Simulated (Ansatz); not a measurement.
AlH2Cl2F: geometry relaxation

- system: AlH2Cl2F
- method: RHF/def2-SVP (Ansatz 0.2.0)

It belongs to a series of runs on one base structure; here: end point B relaxed. Figures and captions count atoms from 1; the log counts them from 0 in places.

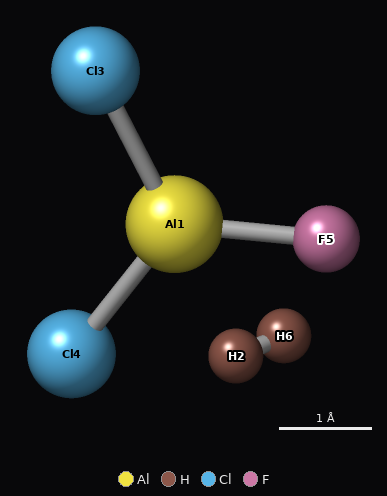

**Figure 1.** The structure as given in the input (ball-and-stick view, seen at a tilt; atoms are numbered from 1 in the order of the input). Sticks mark near contacts. Bond lengths as drawn: Al–Cl 2.07 Å, Al–F 1.67 Å and H–H 0.71 Å.

The input:
```yaml
crystal:
  periodic: [false, false, false]
  atoms:
    - { symbol: Al, position_ang: [0.022643, -0.613178, -0.471814] }
    - { symbol: H, position_ang: [0.015062, 0.006727, 2.215938] }
    - { symbol: Cl, position_ang: [1.824041, 0.235469, -1.051146] }
    - { symbol: Cl, position_ang: [-1.803393, 0.193692, -1.033379] }
    - { symbol: F, position_ang: [0.043448, -2.040794, 0.385797] }
    - { symbol: H, position_ang: [0.025999, -0.680416, 2.026605] }
basis:
  gaussian: { orbitals: def2-SVP }
hamiltonian:
  xc: hf
relax:
  f_tol: 0.03
  max_steps: 50
output:
  orbitals: {}
```

Machine: 1 thread of AMD EPYC (Zen 5), 64 GiB of memory available, shared host.

Launch command:
```bash
ansatz run input.yaml --threads 1 --pin off --max-ram 2048MiB --backend cpu --events-out ev --progress --plain --runs-dir out
```

Log:
```
The last accepted step is kept in [file] (removed where the run ends without a failure and the disk answers)
Engine: ansatz 0.2.0, x86_64-unknown-linux-gnu
Functional definition: HF
  exchange = exact_x
  correlation = 0
754 factors; integrals over basis functions are off by at most 3.4e-4 eV
mean field evaluation 1: about -34318.6808 eV, gradient 3.0e1 eV
mean field evaluation 2: about -34318.7103 eV, gradient 3.0e1 eV
mean field evaluation 4: about -34320.7285 eV, gradient 1.8e0 eV
mean field evaluation 8: about -34320.7460 eV, gradient 1.1e-4 eV
mean field -34320.74599957 eV, -1261.2641520470 hartree, gradient 2.5e-5 eV, S^2 0.000000; 0 other end points of the search recorded, 0 dependent functions left out
the calculation of the forces begins
reference -34320.74599957 eV, -1261.2641520470 hartree; 29, 29 occupied and 49, 49 virtual orbitals, 754 factors
relax step   1: F+E_penalty+E_count = -34320.74599957 eV  Δ(F+E_penalty+E_count) = +0.000e0 eV  max|allowed force component| = 1.517e0 eV/Å  Δτ_max = 0.0000 Å  (33 SCF iters, accepted)
these checks for a lower state are left out or cut short: starts, cluster_reference, orbital_swaps, neighbouring_geometries, increment
754 factors; integrals over basis functions are off by at most 3.2e-4 eV
mean field evaluation 16: about -34320.8103 eV, gradient 4.0e-3 eV
mean field -34320.81030388 eV, -1261.2665151870 hartree, gradient 5.1e-5 eV, S^2 0.000000; 0 other end points of the search recorded, 0 dependent functions left out
the calculation of the forces begins
reference -34320.81030388 eV, -1261.2665151870 hartree; 29, 29 occupied and 49, 49 virtual orbitals, 754 factors
relax step   2: F+E_penalty+E_count = -34320.81030388 eV  Δ(F+E_penalty+E_count) = -6.430e-2 eV  max|allowed force component| = 1.022e0 eV/Å  Δτ_max = 0.2000 Å  (31 SCF iters, accepted)
these checks for a lower state are left out or cut short: starts, cluster_reference, orbital_swaps, neighbouring_geometries, increment
754 factors; integrals over basis functions are off by at most 3.0e-4 eV
mean field -34320.82757723 eV, -1261.2671499709 hartree, gradient 5.5e-5 eV, S^2 0.000000; 0 other end points of the search recorded, 0 dependent functions left out
the calculation of the forces begins
reference -34320.82757723 eV, -1261.2671499709 hartree; 29, 29 occupied and 49, 49 virtual orbitals, 754 factors
relax step   3: F+E_penalty+E_count = -34320.82757723 eV  Δ(F+E_penalty+E_count) = -1.727e-2 eV  max|allowed force component| = 6.211e-1 eV/Å  Δτ_max = 0.0734 Å  (32 SCF iters, accepted)
these checks for a lower state are left out or cut short: starts, cluster_reference, orbital_swaps, neighbouring_geometries, increment
754 factors; integrals over basis functions are off by at most 3.4e-4 eV
mean field evaluation 32: about -34320.8343 eV, gradient 5.3e-5 eV
mean field -34320.83432224 eV, -1261.2673978451 hartree, gradient 5.3e-5 eV, S^2 0.000000; 0 other end points of the search recorded, 0 dependent functions left out
the calculation of the forces begins
reference -34320.83432224 eV, -1261.2673978451 hartree; 29, 29 occupied and 49, 49 virtual orbitals, 754 factors
relax step   4: F+E_penalty+E_count = -34320.83432224 eV  Δ(F+E_penalty+E_count) = -6.745e-3 eV  max|allowed force component| = 8.909e-1 eV/Å  Δτ_max = 0.1504 Å  (31 SCF iters, accepted)
these checks for a lower state are left out or cut short: starts, cluster_reference, orbital_swaps, neighbouring_geometries, increment
754 factors; integrals over basis functions are off by at most 3.3e-4 eV
mean field -34320.84796975 eV, -1261.2678993822 hartree, gradient 5.2e-5 eV, S^2 0.000000; 0 other end points of the search recorded, 0 dependent functions left out
the calculation of the forces begins
reference -34320.84796975 eV, -1261.2678993822 hartree; 29, 29 occupied and 49, 49 virtual orbitals, 754 factors
relax step   5: F+E_penalty+E_count = -34320.84796975 eV  Δ(F+E_penalty+E_count) = -1.365e-2 eV  max|allowed force component| = 3.425e-1 eV/Å  Δτ_max = 0.0257 Å  (32 SCF iters, accepted)
these checks for a lower state are left out or cut short: starts, cluster_reference, orbital_swaps, neighbouring_geometries, increment
754 factors; integrals over basis functions are off by at most 3.4e-4 eV
mean field -34320.85573442 eV, -1261.2681847284 hartree, gradient 5.3e-5 eV, S^2 0.000000; 0 other end points of the search recorded, 0 dependent functions left out
the calculation of the forces begins
reference -34320.85573442 eV, -1261.2681847284 hartree; 29, 29 occupied and 49, 49 virtual orbitals, 754 factors
relax step   6: F+E_penalty+E_count = -34320.85573442 eV  Δ(F+E_penalty+E_count) = -7.765e-3 eV  max|allowed force component| = 8.650e-2 eV/Å  Δτ_max = 0.0696 Å  (32 SCF iters, accepted)
these checks for a lower state are left out or cut short: starts, cluster_reference, orbital_swaps, neighbouring_geometries, increment
754 factors; integrals over basis functions are off by at most 5.4e-4 eV
mean field -34320.86128887 eV, -1261.2683888508 hartree, gradient 5.5e-5 eV, S^2 0.000000; 0 other end points of the search recorded, 0 dependent functions left out
the calculation of the forces begins
reference -34320.86128887 eV, -1261.2683888508 hartree; 29, 29 occupied and 49, 49 virtual orbitals, 754 factors
relax step   7: F+E_penalty+E_count = -34320.86128887 eV  Δ(F+E_penalty+E_count) = -5.554e-3 eV  max|allowed force component| = 3.809e-1 eV/Å  Δτ_max = 0.1951 Å  (31 SCF iters, accepted)
these checks for a lower state are left out or cut short: starts, cluster_reference, orbital_swaps, neighbouring_geometries, increment
754 factors; integrals over basis functions are off by at most 4.5e-4 eV
mean field -34320.86427044 eV, -1261.2684984213 hartree, gradient 5.3e-5 eV, S^2 0.000000; 0 other end points of the search recorded, 0 dependent functions left out
the calculation of the forces begins
reference -34320.86427044 eV, -1261.2684984213 hartree; 29, 29 occupied and 49, 49 virtual orbitals, 754 factors
relax step   8: F+E_penalty+E_count = -34320.86427044 eV  Δ(F+E_penalty+E_count) = -2.982e-3 eV  max|allowed force component| = 9.857e-2 eV/Å  Δτ_max = 0.0555 Å  (32 SCF iters, accepted)
these checks for a lower state are left out or cut short: starts, cluster_reference, orbital_swaps, neighbouring_geometries, increment
754 factors; integrals over basis functions are off by at most 5.3e-4 eV
mean field evaluation 64: about -34320.8648 eV, gradient 2.4e-4 eV
mean field -34320.86478963 eV, -1261.2685175012 hartree, gradient 5.4e-5 eV, S^2 0.000000; 0 other end points of the search recorded, 0 dependent functions left out
the calculation of the forces begins
reference -34320.86478963 eV, -1261.2685175012 hartree; 29, 29 occupied and 49, 49 virtual orbitals, 754 factors
relax step   9: F+E_penalty+E_count = -34320.86478963 eV  Δ(F+E_penalty+E_count) = -5.192e-4 eV  max|allowed force component| = 5.420e-2 eV/Å  Δτ_max = 0.0283 Å  (32 SCF iters, accepted)
these checks for a lower state are left out or cut short: starts, cluster_reference, orbital_swaps, neighbouring_geometries, increment
754 factors; integrals over basis functions are off by at most 5.6e-4 eV
mean field -34320.86432973 eV, -1261.2685006003 hartree, gradient 5.4e-5 eV, S^2 0.000000; 0 other end points of the search recorded, 0 dependent functions left out
the calculation of the forces begins
reference -34320.86432973 eV, -1261.2685006003 hartree; 29, 29 occupied and 49, 49 virtual orbitals, 754 factors
relax step  10: F+E_penalty+E_count = -34320.86432973 eV  Δ(F+E_penalty+E_count) = +4.599e-4 eV  max|allowed force component| = 6.474e-2 eV/Å  Δτ_max = 0.0235 Å  (32 SCF iters, rejected (line search))
these checks for a lower state are left out or cut short: starts, cluster_reference, orbital_swaps, neighbouring_geometries, increment
754 factors; integrals over basis functions are off by at most 5.3e-4 eV
mean field -34320.86524321 eV, -1261.2685341700 hartree, gradient 1.8e-5 eV, S^2 0.000000; 0 other end points of the search recorded, 0 dependent functions left out
the calculation of the forces begins
reference -34320.86524321 eV, -1261.2685341700 hartree; 29, 29 occupied and 49, 49 virtual orbitals, 754 factors
relax step  11: F+E_penalty+E_count = -34320.86524321 eV  Δ(F+E_penalty+E_count) = -4.536e-4 eV  max|allowed force component| = 3.575e-3 eV/Å  Δτ_max = 0.0086 Å  (25 SCF iters, accepted)
```

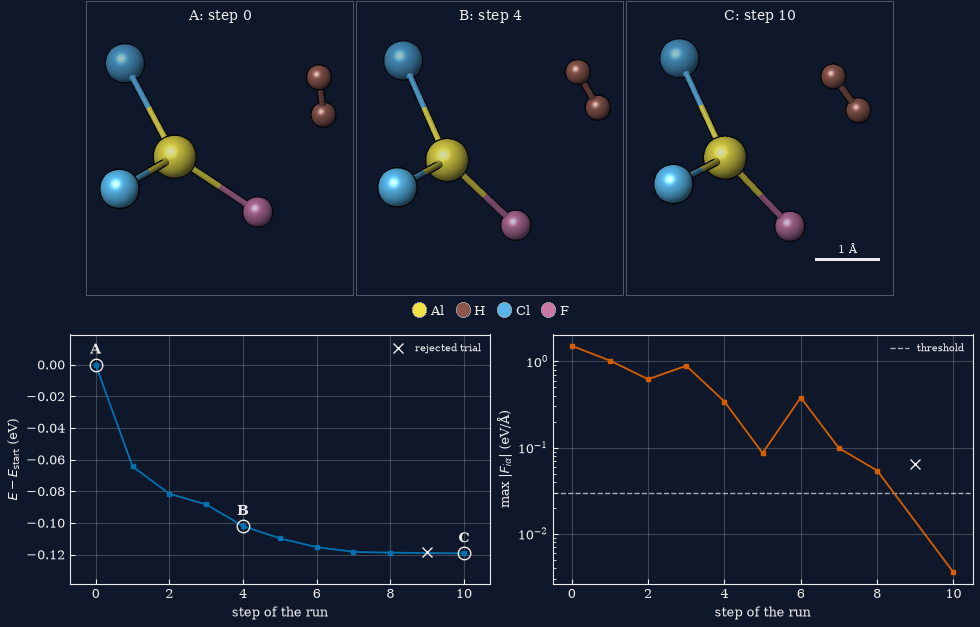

**Figure 2.** Frames of the relaxation (ball-and-stick view, seen at a tilt) above the curves, on which the letters mark them (the first geometry is step 0 here and step 1 in the log).

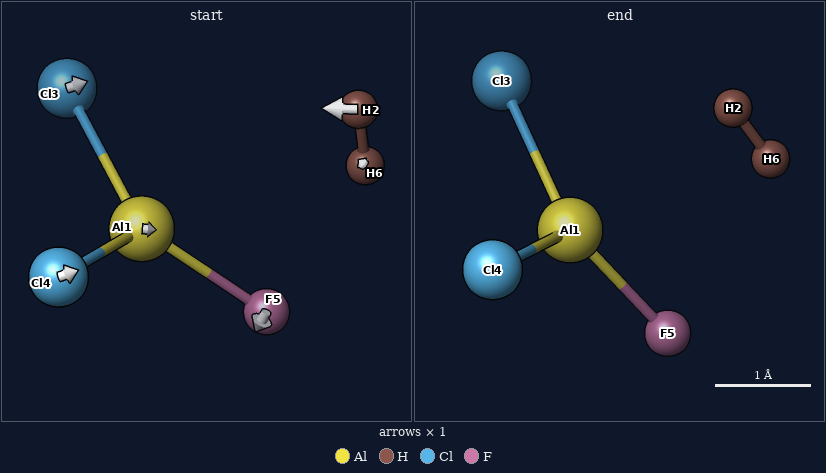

**Figure 3.** Before (left) and after (right) the relaxation, at one scale (ball-and-stick view, seen at a tilt). The white arrows give the displacements, at true length. Over 10 geometry steps the energy falls by 0.119 eV. Largest force component: 1.5 eV/Å at the start, 0.0036 eV/Å at the end. The line search rejected the trial step at point 9 (counted from 0) and went back. H2 moves most after the best rigid fit: 0.41 Å. Largest moves by element: H 0.41 Å, F 0.30 Å, Cl 0.25 Å, Al 0.16 Å. Distances before and after: H2–H6 0.713 → 0.749 Å, Al1–F5 1.666 → 1.643 Å, Al1–Cl3 2.074 → 2.080 Å. (Atoms are counted from 1 in the order of the input.)

```
754 factors; integrals over basis functions are off by at most 5.3e-4 eV
mean field -34320.86524321 eV, -1261.2685341700 hartree, gradient 1.8e-5 eV, S^2 0.000000; 1 other end points of the search recorded, 0 dependent functions left out
the calculation of the forces begins
reference -34320.86524321 eV, -1261.2685341700 hartree; 29, 29 occupied and 49, 49 virtual orbitals, 754 factors
Total energy: -34320.86524321 eV, -1261.2685341700 hartree
Atom 0 at     0.022110    -0.677965    -0.326023 Å, force    -0.000009     0.002200    -0.001358 eV/Å
Atom 1 at     0.015634     0.147936     1.845669 Å, force     0.000121    -0.003334    -0.000571 eV/Å
Atom 2 at     1.820082     0.256491    -0.797025 Å, force     0.000160    -0.001599     0.001325 eV/Å
Atom 3 at    -1.800967     0.211626    -0.787331 Å, force    -0.000114    -0.001600     0.001389 eV/Å
Atom 4 at     0.042955    -2.247739     0.157441 Å, force     0.000020     0.000758    -0.000558 eV/Å
Atom 5 at     0.027986    -0.588849     1.979270 Å, force    -0.000178     0.003575    -0.000227 eV/Å
Dipole moment:    -0.001016     0.132072     0.265609 e Å
```

Trajectory as extended XYZ (Å, eV, eV/Å), 11 frames, from step=1 to step=11:
```
6
Properties=species:S:1:pos:R:3:forces:R:3 step=1 energy=-34320.74600
Al    0.0226   -0.6132   -0.4718    0.0082  -0.6202   0.4288
H     0.0151    0.0067    2.2159   -0.0235   1.5171   0.3674
Cl    1.8240    0.2355   -1.0511   -0.0014  -0.0051   0.0090
Cl   -1.8034    0.1937   -1.0334    0.0015  -0.0053   0.0075
F     0.0434   -2.0408    0.3858   -0.0065   0.4206  -0.6486
H     0.0260   -0.6804    2.0266    0.0217  -1.3072  -0.1640
6
Properties=species:S:1:pos:R:3:forces:R:3 step=2 energy=-34320.81030
Al    0.0228   -0.6190   -0.4417    0.0123  -1.0223   0.1282
H     0.0140    0.1052    2.2060    0.0054  -0.3238  -0.1076
Cl    1.8215    0.2292   -1.0310    0.0187   0.0646   0.1058
Cl   -1.8007    0.1869   -1.0139   -0.0193   0.0633   0.1049
F     0.0443   -2.1523    0.2198   -0.0123   0.8591  -0.3047
H     0.0260   -0.6485    2.1329   -0.0049   0.3592   0.0734
6
Properties=species:S:1:pos:R:3:forces:R:3 step=3 energy=-34320.82758
Al    0.0224   -0.6454   -0.5101    0.0100  -0.6062   0.3417
H     0.0149    0.0994    2.1844   -0.0006   0.0517   0.0089
Cl    1.8380    0.2368   -1.0184   -0.1542  -0.0422   0.0354
Cl   -1.8177    0.1935   -1.0031    0.1541  -0.0385   0.0332
F     0.0436   -2.1353    0.2295   -0.0096   0.6211  -0.4102
H     0.0266   -0.6475    2.1896    0.0003   0.0140  -0.0090
6
Properties=species:S:1:pos:R:3:forces:R:3 step=4 energy=-34320.83432
Al    0.0225   -0.6725   -0.4645    0.0137  -0.7760   0.2421
H     0.0145    0.1624    2.1006   -0.0002   0.0156  -0.0464
Cl    1.8417    0.2378   -0.9235   -0.2039  -0.0550   0.0594
Cl   -1.8212    0.1935   -0.9097    0.2020  -0.0488   0.0562
F     0.0440   -2.2365    0.1183   -0.0125   0.8909  -0.3024
H     0.0263   -0.5832    2.1508    0.0009  -0.0268  -0.0089
6
Properties=species:S:1:pos:R:3:forces:R:3 step=5 energy=-34320.84797
Al    0.0226   -0.6832   -0.4583   -0.0015   0.3425  -0.1487
H     0.0147    0.1578    2.0879   -0.0039   0.2493  -0.0592
Cl    1.8401    0.2320   -0.9124   -0.1809  -0.0386   0.0411
Cl   -1.8196    0.1878   -0.8990    0.1785  -0.0330   0.0382
F     0.0435   -2.2111    0.1148    0.0033  -0.2654   0.1111
H     0.0265   -0.5817    2.1389    0.0046  -0.2547   0.0175
6
Properties=species:S:1:pos:R:3:forces:R:3 step=6 energy=-34320.85573
Al    0.0226   -0.6815   -0.4230    0.0018   0.0052  -0.0214
H     0.0145    0.1613    2.0184   -0.0009   0.0621  -0.0460
Cl    1.8326    0.2382   -0.8786   -0.0865  -0.0047   0.0278
Cl   -1.8122    0.1940   -0.8655    0.0843  -0.0018   0.0257
F     0.0436   -2.2307    0.1168   -0.0004   0.0113   0.0195
H     0.0267   -0.5799    2.1039    0.0017  -0.0720  -0.0056
6
Properties=species:S:1:pos:R:3:forces:R:3 step=7 energy=-34320.86129
Al    0.0226   -0.6832   -0.3254    0.0050  -0.3809   0.1293
H     0.0142    0.1654    1.8234    0.0041  -0.2154   0.0646
Cl    1.8176    0.2530   -0.7750    0.1134   0.0594  -0.0389
Cl   -1.7976    0.2088   -0.7634   -0.1158   0.0570  -0.0395
F     0.0436   -2.2712    0.1267   -0.0037   0.2878  -0.0525
H     0.0274   -0.5712    1.9858   -0.0030   0.1920  -0.0630
6
Properties=species:S:1:pos:R:3:forces:R:3 step=8 energy=-34320.86427
Al    0.0225   -0.6793   -0.3497    0.0012  -0.0986   0.0663
H     0.0145    0.1535    1.8775    0.0009  -0.0378  -0.0055
Cl    1.8202    0.2512   -0.8091    0.0584   0.0372  -0.0188
Cl   -1.8004    0.2070   -0.7975   -0.0597   0.0357  -0.0193
F     0.0434   -2.2460    0.1454   -0.0005   0.0314  -0.0091
H     0.0276   -0.5849    2.0054   -0.0002   0.0321  -0.0137
6
Properties=species:S:1:pos:R:3:forces:R:3 step=9 energy=-34320.86479
Al    0.0219   -0.6735   -0.3220    0.0001  -0.0421  -0.0201
H     0.0155    0.1451    1.8512    0.0000  -0.0006  -0.0016
Cl    1.8165    0.2551   -0.8040    0.0542   0.0298   0.0031
Cl   -1.7977    0.2104   -0.7952   -0.0538   0.0278   0.0044
F     0.0427   -2.2437    0.1581    0.0001  -0.0196   0.0205
H     0.0289   -0.5919    1.9839   -0.0006   0.0047  -0.0062
6
Properties=species:S:1:pos:R:3:forces:R:3 step=10 energy=-34320.86433 accepted=F
Al    0.0220   -0.6733   -0.3235    0.0005  -0.0517   0.0647
H     0.0155    0.1377    1.8289    0.0006  -0.0216   0.0261
Cl    1.8193    0.2600   -0.7939    0.0224   0.0043  -0.0193
Cl   -1.8003    0.2152   -0.7845   -0.0221   0.0036  -0.0187
F     0.0428   -2.2384    0.1804   -0.0003   0.0188  -0.0508
H     0.0286   -0.5996    1.9646   -0.0011   0.0466  -0.0020
6
Properties=species:S:1:pos:R:3:forces:R:3 step=11 energy=-34320.86524
Al    0.0221   -0.6780   -0.3260    0.0000   0.0022  -0.0014
H     0.0156    0.1479    1.8457    0.0001  -0.0033  -0.0006
Cl    1.8201    0.2565   -0.7970    0.0002  -0.0016   0.0013
Cl   -1.8010    0.2116   -0.7873   -0.0001  -0.0016   0.0014
F     0.0430   -2.2477    0.1574    0.0000   0.0008  -0.0006
H     0.0280   -0.5888    1.9793   -0.0002   0.0036  -0.0002
```

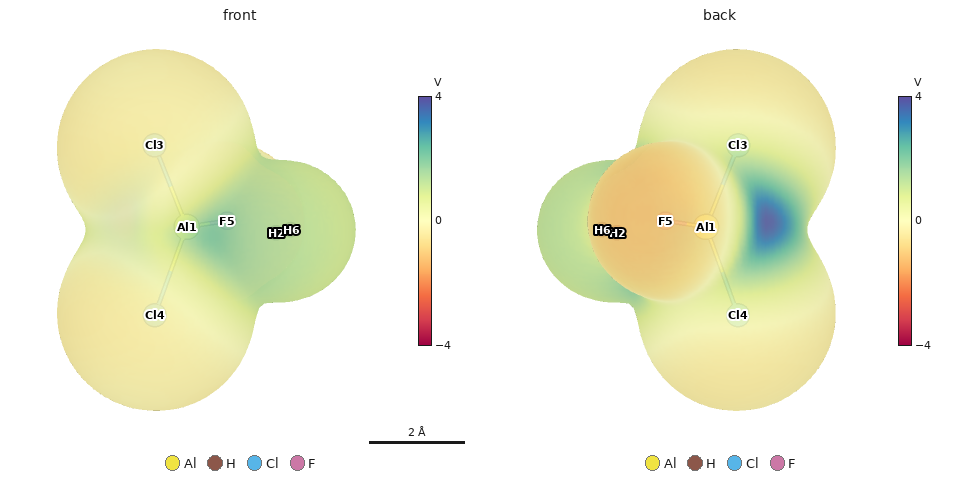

**Figure 4.** The molecular electrostatic potential painted on the density surface at 0.001 e/bohr³, seen face on and from behind; red is negative and blue positive. A positive charge is drawn to the negative regions and a negative charge to the positive ones.

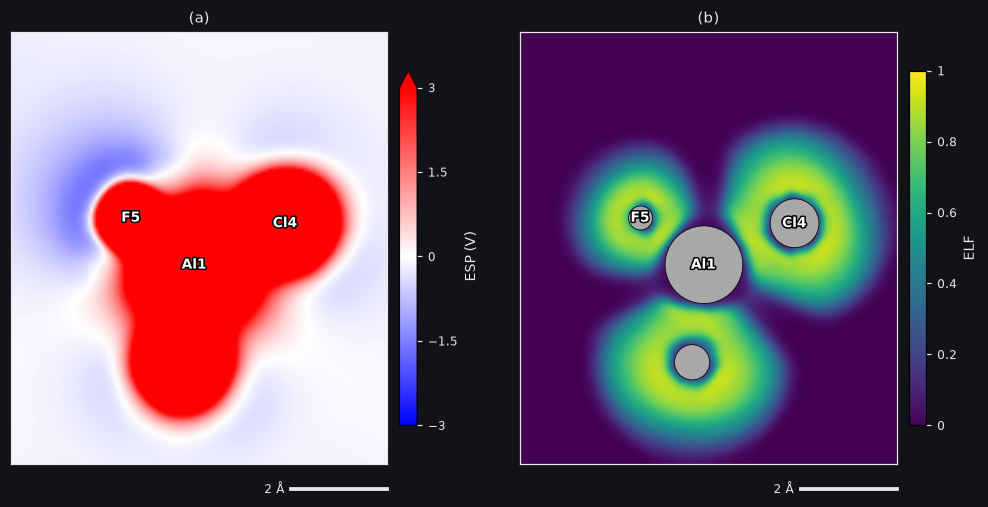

**Figure 5.** (a) molecular electrostatic potential; (b) ELF on the plane of atoms Cl4, Al1 and F5. Grey discs, where drawn, cover atomic cores. The section cuts through Al, Cl and F sites. Al–F (1.64 Å): the ELF peaks at about 0.90 in the valence shell of F, 0.6 Å from its nucleus, and is about 0.20 at the midpoint. Al–Cl (2.08 Å): the ELF peaks at about 0.90 in the valence shell of Cl, 0.9 Å from its nucleus, and is about 0.85 at the midpoint.

Results in brief:

| quantity | value |
| --- | --- |
| outcome | converged |
| total energy | −34320.8652 eV |
| mean-field energy | −34320.8652 eV |
| largest force (length of the vector) at the end | 0.004 eV/Å |
| wall time | 5.5 s |
| peak memory | 0.16 GiB |
